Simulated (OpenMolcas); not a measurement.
## Single-point calculation of CF₄

- system: CF₄, SMILES FC(F)(F)F
- method: mPW1PW91/6-31G*, RKS (OpenMolcas 26.06)

The geometry comes from this level: PBE0-D4/def2-TZVP.

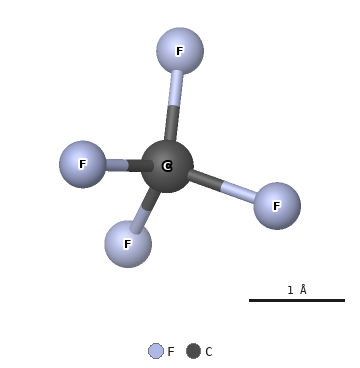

Fig. 1: The input geometry (ball-and-stick view, seen at a tilt).

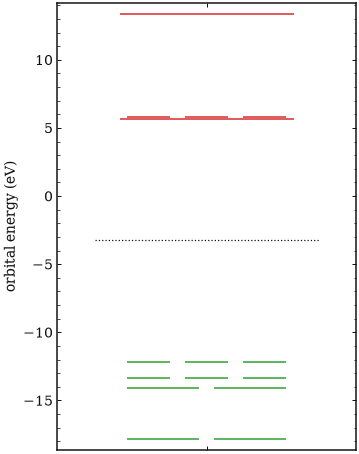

Fig. 2: Orbital energies near the frontier; the dotted line parts filled from empty levels, and levels within 0.02 eV of each other stand side by side. Highest filled −12.15 eV, lowest empty 5.69 eV, 17.84 eV apart.

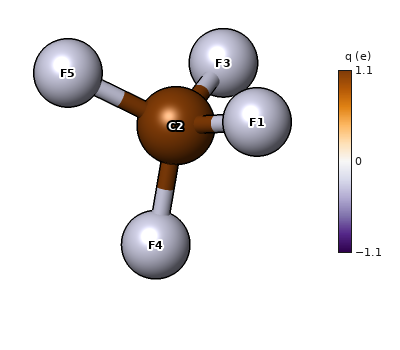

Fig. 3: Mulliken charges, as the colour of each atom (ball-and-stick view, seen at a tilt; atoms are numbered from 1 in the order of the input). By element: F −0.27 and C +1.09 e.

The input and output of the run follow.

**The input**
```
&GATEWAY
 BASLIB=$CurrDir
 COORD=input.xyz
 BASIS=6-31Gs
 GROUP=NoSym

&SEWARD

&SCF
 KSDFT=HYB_GGA_XC_MPW1PW
 PRORBITALS=0
```

**File input.xyz**
```
5

F     -0.850100     0.025300     0.989500
C      0.010000    -0.014700    -0.008300
F      1.157500    -0.501300     0.420100
F     -0.464000    -0.786000    -0.966200
F      0.196600     1.203000    -0.476700
```

Run as:
```bash
export MOLCAS_MEM=1860
pymolcas job.input > job.log
```

**Output**
```
--- Start Module: gateway ---

                                              &GATEWAY

                       available to each process: 1.9 GB of memory, 1 thread

 Basis Set     1 Label: F.6-31GS
 Basis set is read from library:.
 basistype.tbl is not found

 Basis Set     2 Label: C.6-31GS
 Basis set is read from library:.
 basistype.tbl is not found

 Basis Set     3 Label: F.6-31GS
 Basis set is read from library:.
 basistype.tbl is not found

++    Symmetry information:
      ---------------------

                    Character Table for C1

                             E
                    a        1  x, y, xy, Rz, z, xz, Ry, yz, Rx, I
--

++    Basis set information:
      ----------------------

      Basis set label: F.6-31GS.........

      Electronic valence basis set:
      ------------------
      Associated Effective Charge   9.000000 au
      Associated Actual Charge      9.000000 au
      Nuclear Model: Point charge

      Shell  nPrim  nBasis  Cartesian Spherical Contaminant
         s      10       3        X
         p       4       2        X
         d       1       1                 X

      Basis set label: C.6-31GS.........

      Electronic valence basis set:
      ------------------
      Associated Effective Charge   6.000000 au
      Associated Actual Charge      6.000000 au
      Nuclear Model: Point charge

      Shell  nPrim  nBasis  Cartesian Spherical Contaminant
         s      10       3        X
         p       4       2        X
         d       1       1                 X

      Basis set label: F.6-31GS.........

      Electronic valence basis set:
      ------------------
      Associated Effective Charge   9.000000 au
      Associated Actual Charge      9.000000 au
      Nuclear Model: Point charge

      Shell  nPrim  nBasis  Cartesian Spherical Contaminant
         s      10       3        X
         p       4       2        X
         d       1       1                 X
--

++    Molecular structure info:
      -------------------------

                    ************************************************
                    **** Cartesian Coordinates / bohr, angstrom ****
                    ************************************************

     Center  Label                x              y              z                     x              y              z
        1      F1              -1.606456       0.047810       1.869884             -0.850100       0.025300       0.989500
        2      C2               0.018897      -0.027779      -0.015685              0.010000      -0.014700      -0.008300
        3      F3               2.187358      -0.947320       0.793874              1.157500      -0.501300       0.420100
        4      F4              -0.876833      -1.485325      -1.825853             -0.464000      -0.786000      -0.966200
        5      F5               0.371520       2.273341      -0.900832              0.196600       1.203000      -0.476700

                    ***************************************
                    *    InterNuclear Distances / bohr    *
                    ***************************************

               1 F1            2 C2            3 F3            4 F4            5 F5
    1 F1       0.000000
    2 C2       2.490554        0.000000
    3 F3       4.067076        2.490615        0.000000
    4 F4       4.067103        2.490679        4.067147        0.000000
    5 F5       4.067216        2.490578        4.067180        4.067138        0.000000

                    *******************************************
                    *    InterNuclear Distances / angstrom    *
                    *******************************************

               1 F1            2 C2            3 F3            4 F4            5 F5
    1 F1       0.000000
    2 C2       1.317944        0.000000
    3 F3       2.152204        1.317977        0.000000
    4 F4       2.152218        1.318011        2.152242        0.000000
    5 F5       2.152278        1.317957        2.152259        2.152237        0.000000

                    **************************************
                    *    Valence Bond Angles / degree    *
                    **************************************
                          Atom centers                 Phi
                      1 F1       2 C2       3 F3       109.47
                      1 F1       2 C2       4 F4       109.47
                      1 F1       2 C2       5 F5       109.48
                      3 F3       2 C2       4 F4       109.47
                      3 F3       2 C2       5 F5       109.47
                      4 F4       2 C2       5 F5       109.47
--

            Nuclear Potential Energy            206.22005516 au

--- Stop Module: gateway /rc=_RC_ALL_IS_WELL_ ---

--- Start Module: seward ---

                                              &SEWARD

                       available to each process: 1.9 GB of memory, 1 thread

               SEWARD will generate:
                  Multipole Moment integrals up to order  2
                  Kinetic Energy integrals
                  Nuclear Attraction integrals (point charge)
                  One-Electron Hamiltonian integrals
                  Velocity integrals
                  Orbital angular momentum around (  0.0189  -0.0279  -0.0157 )
                  Velocity quadrupole around (  0.0189  -0.0279  -0.0157 )
                  Two-Electron Repulsion integrals

                   Integrals are discarded if absolute value <: 1.00E-14
                   Integral cutoff threshold is set to       <: 1.00E-16

            Nuclear Potential Energy            206.22005516 au

      Basis set specifications :
      Symmetry species         a
      Basis functions           70

--- Stop Module: seward /rc=_RC_ALL_IS_WELL_ ---
--- Module seward spent 1 second ---

--- Start Module: scf ---

                                                &SCF

                       available to each process: 1.9 GB of memory, 1 thread

 ###############################################################################
 ###     Minimized-density-differences option turned off!                    ###
 ###############################################################################
++    Input section:
      --------------

      Header of the integral files:

      Cartesian coordinates in angstrom:
      -----------------------------------------------------
      No.  Label        X            Y            Z
      -----------------------------------------------------
       1   F1        -0.85010000   0.02530000   0.98950000
       2   C2         0.01000000  -0.01470000  -0.00830000
       3   F3         1.15750000  -0.50130000   0.42010000
       4   F4        -0.46400000  -0.78600000  -0.96620000
       5   F5         0.19660000   1.20300000  -0.47670000
      -----------------------------------------------------
      Nuclear repulsion energy =  206.22005516
--

++    Orbital specifications:
      -----------------------

      Symmetry species               1
                                     a
      Frozen orbitals                0
      Occupied orbitals             21
      Secondary orbitals            49
      Deleted orbitals               0
      Total number of orbitals      70
      Number of basis functions     70
--

      Molecular charge                           0.000

      Numerical integration parameters
      --------------------------------
      Radial quadrature type:                         MHL
      Size of radial grid:                            75
      Lebedev angular grid:                           29
      Angular grid pruned with the crowding factor:  3.00E+00
                                 and fading factor:  6.00E+00
      Screening threshold for integral computation:   1.00E-11
      Radial quadrature accuracy:                     1.00E-25
      Maximum batch size:                             128
      AO values are stored on disk
      The same grid will be used for all iterations.

      DFT functional specifications
      -----------------------------
      Using Libxc version: 6.2.2
      Please cite the following reference:
      S. Lehtola, C. Steigemann, M. J.T. Oliveira, and M. A.L. Marques.,  SoftwareX 7, 1–5 (2018) doi:10.1016/j.softx.2017.11.002

      * mPW1PW

++    Optimization specifications:
      ----------------------------

      SCF Algorithm: Conventional
      D(i)-D(i-1) density differences are used
      Number of density matrices in core                 5
      Maximum number of NDDO SCF iterations            400
      Maximum number of HF SCF iterations              400
      Threshold for SCF energy change             1.00E-09
      Threshold for density matrix                1.00E-04
      Threshold for Fock matrix                   1.50E-04
      Threshold for linear dependence             1.00E-09
      Threshold at which DIIS is turned on        1.50E-01
      Maximum depth in the DIIS procedure                5
      Maximum depth in the BFGS Hessian update          30
      Threshold at which QNR/C2DIIS is turned on  7.50E-02
      Threshold for Norm(delta) (QNR/C2DIIS)      1.00E-03
      All orbitals punched on: SCFORB
--

      Input vectors read from INPORB
      Orbital file label: *Guess orbitals

++ Convergence information
                                   [...]      iterations: Energy and convergence statistics

Iter     Tot. [...]      One-elec.       Two-elec.     Energy      Max Dij or  Max Fij      DNorm      TNorm      AccCon     Time
         Energy          Energy          Energy        Change      Delta Norm                                                in Sec.
   1  -436.696946328 -1049.511017879   406.594016388   0.00E+00    5.97E-01*   2.03E-01*    7.89E+00   1.64E+02   None         0.
   2  -436.494124477 -1054.929078839   412.214899199   2.03E-01*   7.25E-02*   1.78E-01*    3.23E+00   1.67E+02   EDIIS        0.
   3  -437.365592752 -1055.196576081   411.610928166  -8.71E-01*   3.00E-02*   2.74E-02*    8.39E-01   1.66E+02   c2DIIS       0.
   4  -437.374620587 -1052.764037804   409.169362054  -9.03E-03*   4.23E-02*   2.01E-02*    2.51E-01   1.65E+02   QNRc2DIIS    0.
   5  -437.375506266 -1054.577435311   410.981873881  -8.86E-04*   2.08E-02*   1.62E-02*    1.76E-01   1.65E+02   QNRc2DIIS    0.
   6  -437.377872831 -1053.854044411   410.256116416  -2.37E-03*   4.47E-03*   3.39E-03*    8.00E-02   1.65E+02   QNRc2DIIS    0.
   7  -437.377965669 -1053.796823874   410.198803042  -9.28E-05*   8.79E-05    3.16E-05     1.63E-02   1.65E+02   QNRc2DIIS    0.
   8  -437.377965688 -1053.795265371   410.197244519  -2.00E-08*   9.01E-06    5.29E-06     5.42E-04   1.65E+02   QNRc2DIIS    0.
   9  -437.377965689 -1053.795290668   410.197269815  -4.39E-10    1.54E-06    7.34E-07     4.65E-05   1.65E+02   QNRc2DIIS    0.

       Convergence after   9 Iterations
--

 *****************************************************************************************************************************
 *                                             SCF/KS-DFT Program, Final results                                             *
 *                                                       Final Results                                                       *
 *****************************************************************************************************************************

::    Total KS-DFT energy                            -437.3779656889
      One-electron energy                           -1053.7952906678
      Two-electron energy                             410.1972698152
      Nuclear repulsion energy                        206.2200551637
      Kinetic energy (interpolated)                   435.3488278384
      Virial theorem                                    1.0046609471
      Total spin, S(S+1)                                0.0000000000
      Total spin, S                                     0.0000000000
      Max non-diagonal density matrix element           0.0000009867
      Max non-diagonal Fock matrix element              0.0000001594

      No orbitals printed

++    Molecular charges:
      ------------------

      Mulliken charges per centre
      ---------------------------

                F1      C2      F3      F4      F5
      Total    9.2719  4.9124  9.2719  9.2719  9.2719

      N-E     -0.2719  1.0876 -0.2719 -0.2719 -0.2719

      Total electronic charge=   42.000000

      Total            charge=   -0.000000
--

++    Molecular properties:
      ---------------------

      Charge (e):
                      =   -0.0000
      Dipole Moment (debye):
      Origin of the operator (angstrom)=    0.0100   -0.0147   -0.0083
                   X= -2.7365E-05               Y=  4.0734E-04               Z=  2.5897E-04           Total=  4.8347E-04
      Quadrupole Moment (debye*angstrom):
      Origin of the operator (angstrom)=    0.0100   -0.0147   -0.0083
                  XX= -2.4537E+01              XY= -4.0367E-05              XZ= -1.8983E-04              YY= -2.4537E+01
                  YZ= -1.1437E-04              ZZ= -2.4537E+01
      In traceless form (debye*angstrom)
                  XX=  4.3250E-05              XY= -6.0551E-05              XZ= -2.8474E-04              YY=  7.0120E-05
                  YZ= -1.7155E-04              ZZ= -1.1337E-04
--

--- Stop Module: scf /rc=_RC_ALL_IS_WELL_ ---
--- Module scf spent 2 seconds ---

.##################.
.# Happy landing! #.
.##################.

    Timing: Wall=4.03 User=3.33 System=0.69
```

**Key numbers**

- outcome: converged
- total energy: −437.377966 hartree
- basis functions: 70
- HOMO: −12.15 eV
- LUMO: 5.69 eV
- dipole moment: 0.00 debye
- hardware: 1 thread of Arm Neoverse V2, 24 GiB of memory available, shared host
- wall time: 4.2 s
- peak memory: 0.41 GiB
